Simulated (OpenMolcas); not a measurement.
# Run report: Cr³⁺ complex, multiconfigurational calculation

System: Cr³⁺ with 6 ligands (Cl; octahedron, 2.461 Å), embedded in Cs2NaYCl6 by model potentials and point charges, whose field is part of the energies.
Method: state-averaged SS-CASPT2, IPEA shift 0.25, imaginary shift 0.1 hartree, closed shells 3s 3p of the metal and the valence shells of the ligands correlated, active space 3 electrons in the shell 3d, basis ANO-RCC-VDZP on the metal and ANO-RCC-VDZP on the ligands, DKH2 scalar Hamiltonian, spin-orbit coupling by RASSI with atomic mean-field integrals (OpenMolcas).

## Summary

```tsv
quantity	value
outcome	converged; degenerate states are split by up to 240 cm⁻¹
energy of the lowest spin-free term	−3817.56538 hartree
energy of the lowest spin-orbit level	−3817.56546 hartree
CASPT2 correlation energy	−1.2922 hartree
largest spread among components of a term	240.0 cm⁻¹
lowest reference weight	0.658
hardware	1 thread of Arm Neoverse V1, 24 GiB of memory available, shared host
wall time	3.7 min
peak memory	0.18 GiB
```

## Notes

The components of ²E, which symmetry makes degenerate, are split by 240 cm⁻¹ in CASPT2, and those of 4 more by over 50 cm⁻¹. This is an artefact; the levels of such states rest on averages and are uncertain by about as much. To bear in mind: the geometry is set by hand, with no relaxation.

## The input
```
&GATEWAY
Basis set
Cr.ANO-RCC-VDZP.
Cr1 0.0 0.0 0.0 Angstrom
End of basis
Basis set
Cl.ANO-RCC-VDZP.
L1 2.461000 0.000000 0.000000 Angstrom
L2 0.000000 2.461000 0.000000 Angstrom
L3 0.000000 0.000000 2.461000 Angstrom
End of basis
Basis set
Na.EMB-AIMP.Al-Abdalla.7s4p.1s1p.ECP.Cs2NaYCl6.
PseudoCharge
* 3 symmetry-unique lattice sites within 7.6 angstrom
End of basis
Basis set
Cs.EMB-AIMP.Al-Abdalla.0s.0s.ECP.Cs2NaYCl6.
PseudoCharge
* 4 symmetry-unique lattice sites within 7.6 angstrom
End of basis
Basis set
Cl.EMB-AIMP.Al-Abdalla.0s.0s.ECP.Cs2NaYCl6.
PseudoCharge
* 12 symmetry-unique lattice sites within 7.6 angstrom
End of basis
Basis set
Y.EMB-AIMP.Al-Abdalla.0s.0s.ECP.Cs2NaYCl6.
PseudoCharge
* 6 symmetry-unique lattice sites within 7.6 angstrom
End of basis
Symmetry
XYZ
AngMom=0.0 0.0 0.0
AMFI
RICD
XField
1564 Angstrom 0
* Evjen-weighted lattice charges
&SEWARD
&RASSCF
FileOrb=start.orb
Symmetry=1
Spin=4
nActEl=3 0 0
Inactive=30 33
Ras2=5 0
CIRoot=10 10 1
SDav=10
CIMx=300
Iter=150 100
PrWF=0.3
OrbListing=Nothing
MaxOrb=0
LevShft=1.0
>>> COPY $Project.JobIph JOB001
&RASSCF
FileOrb=start.orb
Symmetry=1
Spin=2
nActEl=3 0 0
Inactive=30 33
Ras2=5 0
CIRoot=40 40 1
SDav=40
CIMx=300
Iter=150 100
PrWF=0.3
OrbListing=Nothing
MaxOrb=0
LevShft=1.0
>>> COPY $Project.JobIph JOB002
&RASSI
NrOfJobIphs=2 10 40
1 2 3 4 5 6 7 8 9 10
1 2 3 4 5 6 7 8 9 10 11 12 13 14 15 16 17 18 19 20 21 22 23 24 25 26 27
28 29 30 31 32 33 34 35 36 37 38 39 40
IphNames
JOB001
JOB002
EJob
SpinOrbit
DIPRint=1.0
SOCoupling=1000.0
Subsets=2
Property=9
'ANGMOM' 1 'ANGMOM' 2 'ANGMOM' 3 'MLTPL  1' 1 'MLTPL  1' 2 'MLTPL  1' 3
'AMFI' 1 'AMFI' 2 'AMFI' 3
SOProperty=3
'ANGMOM' 1 'ANGMOM' 2 'ANGMOM' 3
>>> COPY JOB001 $Project.JobIph
&CASPT2
Multistate=10 1 2 3 4 5 6 7 8 9 10
NoMult
Frozen=17 18
IPEA=0.25
Imaginary=0.1
MaxIter=60
WThr=0.0 0.3 0.05
PrWF=0.5
NoMix
>>> COPY JOB002 $Project.JobIph
&CASPT2
Multistate=40 1 2 3 4 5 6 7 8 9 10 11 12 13 14 15 16 17 18 19 20 21 22
23 24 25 26 27 28 29 30 31 32 33 34 35 36 37 38 39 40
NoMult
Frozen=17 18
IPEA=0.25
Imaginary=0.1
MaxIter=60
WThr=0.0 0.3 0.05
PrWF=0.5
NoMix
```

The file start.orb holds starting orbitals from an earlier step. A driver script formed the levels outside the program, from RASSI's spin-orbit matrix and the CASPT2 energies (for multi-state variants, the effective Hamiltonian), averaged over the components of each term or state. The log and the time are those of the CASPT2 step.

Command:
```bash
OMP_NUM_THREADS=1 MOLCAS_MEM=2457 MOLCAS_PROJECT=a pymolcas a.inp > a.log  # once for each step of the input, in one work folder
```

## Log (extracts)
```
--- CASPT2 ---
Orbital specifications:
      -----------------------

      Symmetry species                           1   2
                                                ag  au
      Frozen orbitals                           17  18
      Inactive orbitals                         13  15
      Active orbitals                            5   0
      Secondary orbitals                        46  52
      Deleted orbitals                           0   0
      Number of basis functions                 81  85
Type of calculation                        SS-CASPT2
      Fock operator                              state-specific
      IPEA shift                                 0.25
      Real shift                                 0.00
      Imaginary shift                            0.10
      The input orbitals will be transformed to quasi-canonical
Reference energy:       -3816.2731857004
      E2 (Non-variational):      -1.2900334867
      Shift correction:          -0.0021645643
      E2 (Variational):          -1.2921980510
      Total energy:           -3817.5653837514
      Residual norm:              0.0000003326
      Reference weight:           0.67314
      Contributions to the CASPT2 correlation energy
      Active & Virtual Only:         -0.0179203980
      One Inactive Excited:          -0.1609591286
      Two Inactive Excited:          -1.1111539601
Reference energy:       -3816.2287143399
      E2 (Non-variational):      -1.2791891623
      Shift correction:          -0.0021550143
      E2 (Variational):          -1.2813441767
      Total energy:           -3817.5100585165
      Residual norm:              0.0000008801
      Reference weight:           0.67541
      Contributions to the CASPT2 correlation energy
      Active & Virtual Only:         -0.0175588033
      One Inactive Excited:          -0.1615838575
      Two Inactive Excited:          -1.1000465015
::    CASPT2 Root  1     Total energy:  -3817.56538375
::    CASPT2 Root  2     Total energy:  -3817.51005852
::    CASPT2 Root  3     Total energy:  -3817.51001517
::    CASPT2 Root  4     Total energy:  -3817.50992465
::    CASPT2 Root  5     Total energy:  -3817.48410115
::    CASPT2 Root  6     Total energy:  -3817.48411476
::    CASPT2 Root  7     Total energy:  -3817.48410139
::    CASPT2 Root  8     Total energy:  -3817.43803565
::    CASPT2 Root  9     Total energy:  -3817.43697700
::    CASPT2 Root 10     Total energy:  -3817.43750787
--- CASPT2 ---
Orbital specifications:
      -----------------------

      Symmetry species                           1   2
                                                ag  au
      Frozen orbitals                           17  18
      Inactive orbitals                         13  15
      Active orbitals                            5   0
      Secondary orbitals                        46  52
      Deleted orbitals                           0   0
      Number of basis functions                 81  85
Type of calculation                        SS-CASPT2
      Fock operator                              state-specific
      IPEA shift                                 0.25
      Real shift                                 0.00
      Imaginary shift                            0.10
      The input orbitals will be transformed to quasi-canonical
Reference energy:       -3816.1875120983
      E2 (Non-variational):      -1.3152054038
      Shift correction:          -0.0022393426
      E2 (Variational):          -1.3174447464
      Total energy:           -3817.5049568448
      Residual norm:              0.0000004201
      Reference weight:           0.66789
      Contributions to the CASPT2 correlation energy
      Active & Virtual Only:         -0.0228383316
      One Inactive Excited:          -0.1699771492
      Two Inactive Excited:          -1.1223899230
Reference energy:       -3816.1875120983
      E2 (Non-variational):      -1.3148027034
      Shift correction:          -0.0022393324
      E2 (Variational):          -1.3170420358
      Total energy:           -3817.5045541341
      Residual norm:              0.0000003937
      Reference weight:           0.66798
      Contributions to the CASPT2 correlation energy
      Active & Virtual Only:         -0.0228368442
      One Inactive Excited:          -0.1695781564
      Two Inactive Excited:          -1.1223877028
::    CASPT2 Root  1     Total energy:  -3817.50495684
::    CASPT2 Root  2     Total energy:  -3817.50455413
::    CASPT2 Root  3     Total energy:  -3817.50080249
::    CASPT2 Root  4     Total energy:  -3817.50079061
::    CASPT2 Root  5     Total energy:  -3817.50077890
::    CASPT2 Root  6     Total energy:  -3817.47704039
::    CASPT2 Root  7     Total energy:  -3817.47720579
::    CASPT2 Root  8     Total energy:  -3817.47720598
::    CASPT2 Root  9     Total energy:  -3817.46490366
::    CASPT2 Root 10     Total energy:  -3817.45455430
::    CASPT2 Root 11     Total energy:  -3817.45542132
::    CASPT2 Root 12     Total energy:  -3817.45542150
::    CASPT2 Root 13     Total energy:  -3817.44527370
::    CASPT2 Root 14     Total energy:  -3817.44547521
::    CASPT2 Root 15     Total energy:  -3817.44547407
::    CASPT2 Root 16     Total energy:  -3817.44121551
::    CASPT2 Root 17     Total energy:  -3817.44230917
::    CASPT2 Root 18     Total energy:  -3817.42986153
::    CASPT2 Root 19     Total energy:  -3817.42979629
::    CASPT2 Root 20     Total energy:  -3817.42979712
::    CASPT2 Root 21     Total energy:  -3817.39402958
::    CASPT2 Root 22     Total energy:  -3817.39403009
::    CASPT2 Root 23     Total energy:  -3817.39399173
::    CASPT2 Root 24     Total energy:  -3817.38724323
::    CASPT2 Root 25     Total energy:  -3817.38729901
::    CASPT2 Root 26     Total energy:  -3817.38712013
::    CASPT2 Root 27     Total energy:  -3817.39272218
::    CASPT2 Root 28     Total energy:  -3817.35123093
::    CASPT2 Root 29     Total energy:  -3817.35119657
::    CASPT2 Root 30     Total energy:  -3817.38828785
```

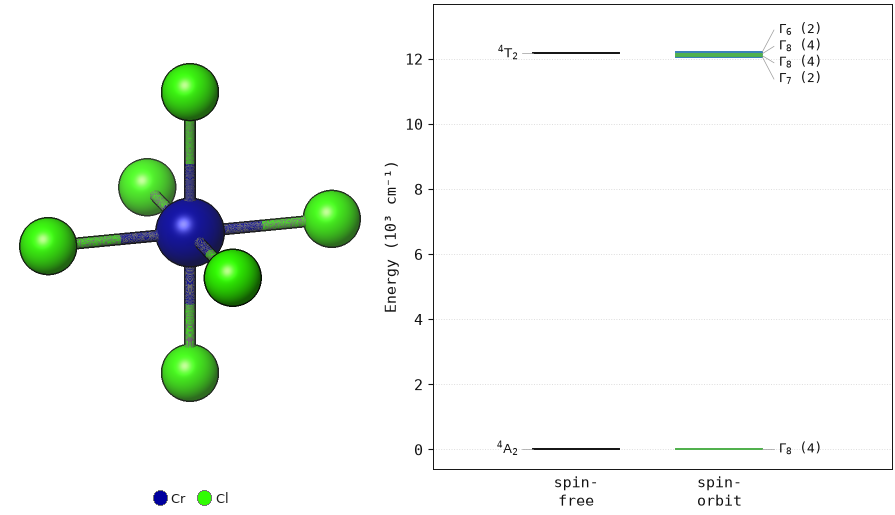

*Cr³⁺ (3d³) as a dopant in Cs₂NaYCl₆, a cluster with its 6 nearest Cl⁻ at 2.461 Å (octahedron) embedded in model potentials and point charges; the geometry was set, not optimised, and its levels. Labels give the representation in O, Td, D4 or D3 as the site allows (double group for half-integer spin) where it could be assigned and, in brackets, the degeneracy; spin-free states, where drawn, share the zero of the spin-orbit levels.*

The ground level is Γ₈, 4-fold degenerate, 100 % from states of spin multiplicity 4. The next level lies at 12,000 cm⁻¹ (Γ₇). The lowest spin-free state is ⁴A₂; of the same spin there follows at 12,200 cm⁻¹ (⁴T₂) above it.
